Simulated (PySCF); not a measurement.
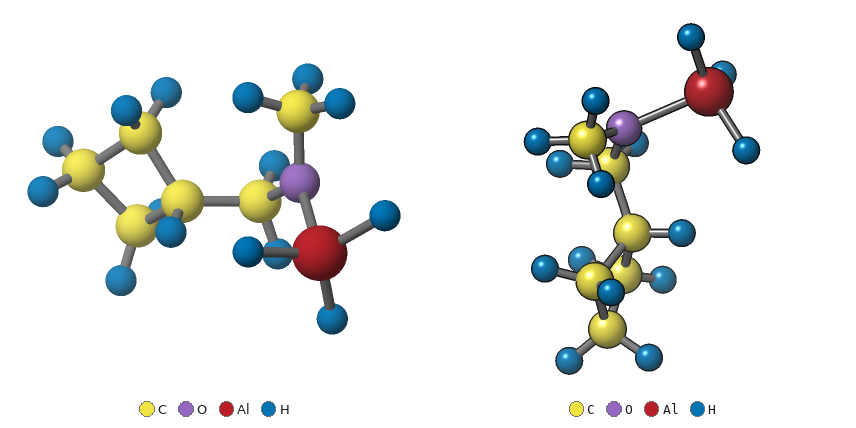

Two views of one molecule.

**Give the formula.**

C₆H₁₅AlO, 23 atoms: 6 carbon, 15 hydrogen, 1 aluminium and 1 oxygen.

**How many bonds of each kind are drawn?**

12 C–H, 5 C–C, 3 Al–H, 2 C–O, 1 Al–O.

**Give a SMILES string for it.**

C[O+]([AlH3-])CC1CCC1

**Give the symmetry (Schoenflies symbol).**

C1.

The parts below concern this one geometry. Atoms keep their numbers from picture to picture. Computed geometry: PBE0-D3(BJ)/def2-SVP optimisation. No frequency run is at hand to confirm it as a minimum.

### Electronic properties

No frequency run is at hand to confirm it as a minimum. Properties computed with CAM-B3LYP/def2-SVPD, gas phase (PySCF 2.14.0). Excitations: vertical, linear response.

Predict the main results.

- dipole moment: 5.42 D
- HOMO energy (Kohn–Sham orbital): −8.66 eV
- LUMO energy (Kohn–Sham orbital): 0.89 eV
- HOMO–LUMO gap: 9.55 eV
- mean static polarisability: 106.2 bohr³
- lowest vertical singlet excitation: 6.62 eV
- its oscillator strength: 0.007
- brightest of the 10 lowest singlets: 8.10 eV
- its oscillator strength: 0.11

### Charges

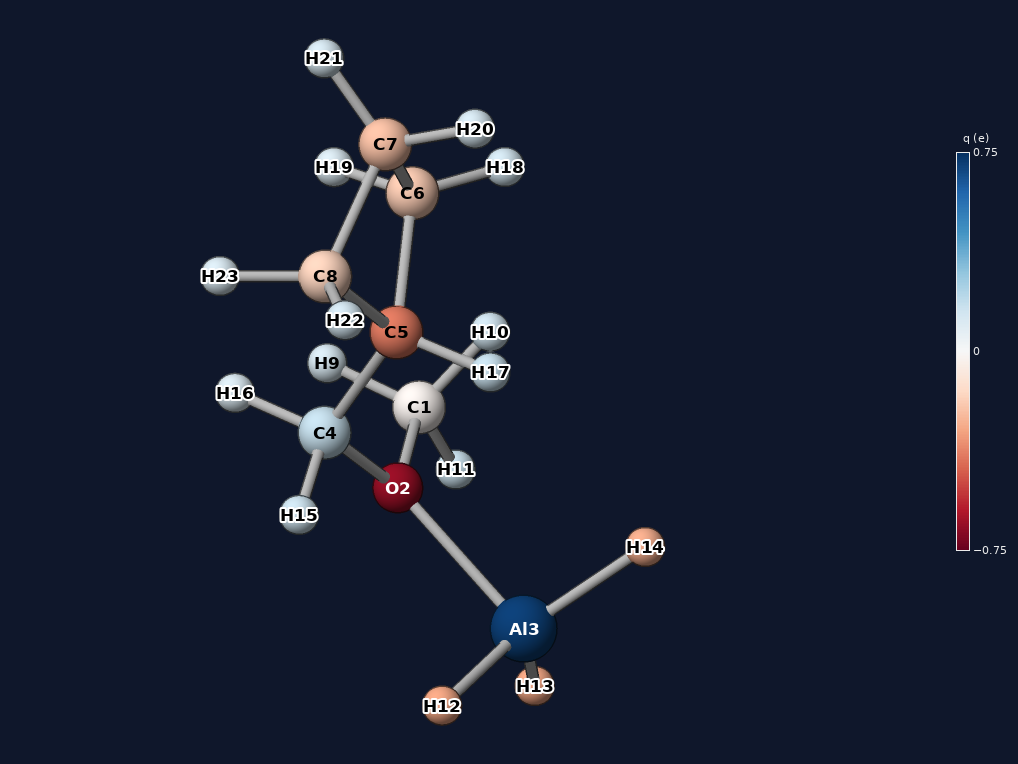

Atoms are coloured by their Mulliken charges. No frequency run is at hand to confirm it as a minimum. Properties computed with PBE0/pcSseg-1, gas phase (PySCF 2.14.0).

Give the Mulliken charges atom by atom.

```csv
atom,value (e)
C1,−0.03
O2,−0.65
Al3,0.70
C4,0.17
C5,−0.39
C6,−0.19
C7,−0.22
C8,−0.17
H9,0.12
H10,0.14
H11,0.16
H12,−0.29
H13,−0.29
H14,−0.27
H15,0.16
H16,0.11
H17,0.17
H18,0.14
H19,0.11
H20,0.13
H21,0.13
H22,0.14
H23,0.11
```

### NMR shielding

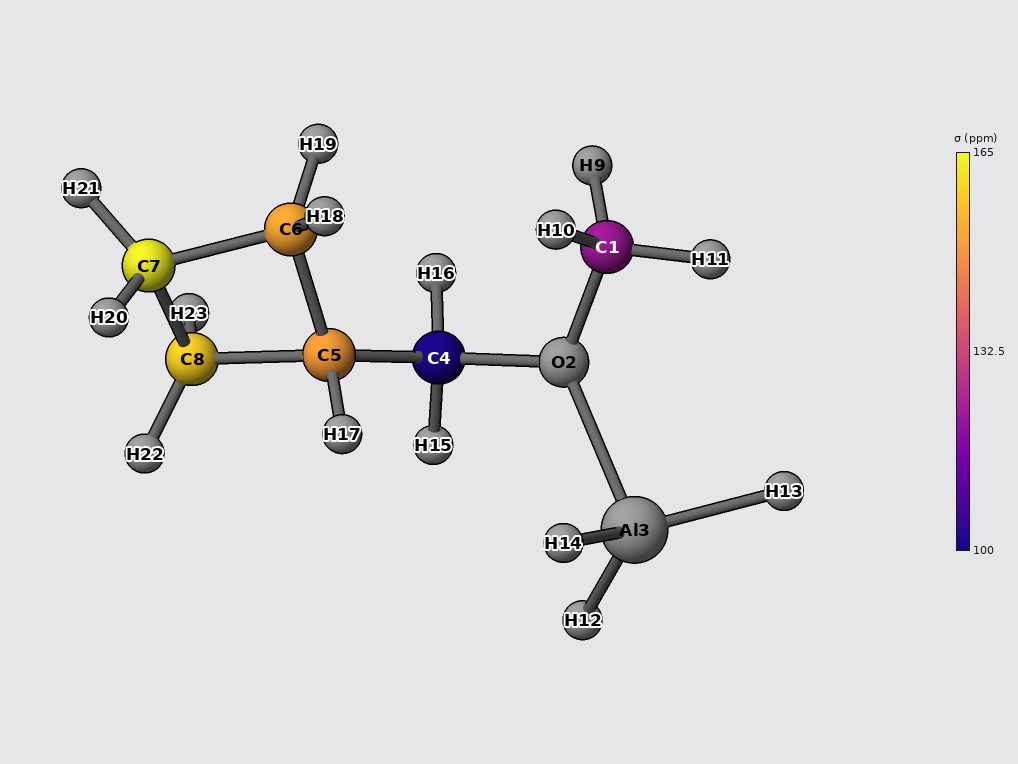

Atoms are coloured by their isotropic NMR shieldings (C only, the others grey). No frequency run is at hand to confirm it as a minimum. Method: GIAO PBE0/pcSseg-1 NMR shielding, non-relativistic, gas phase (PySCF 2.14.0).

**Which C atom is the most shielded (lowest chemical shift)?**

C7 (163.7 ppm).

**Which C atom is the least shielded (highest chemical shift)?**

C4 (101.6 ppm).

**How wide is the range of C shifts?**

62.1 ppm.

Give the isotropic NMR shieldings of the C atoms atom by atom.

| atom | σ (ppm) |
| --- | --- |
| C1 | 122.8 |
| C4 | 101.6 |
| C5 | 150.4 |
| C6 | 152.2 |
| C7 | 163.7 |
| C8 | 159.0 |

Mulliken values depend strongly on the basis set and can even reverse the polarity of a bond.
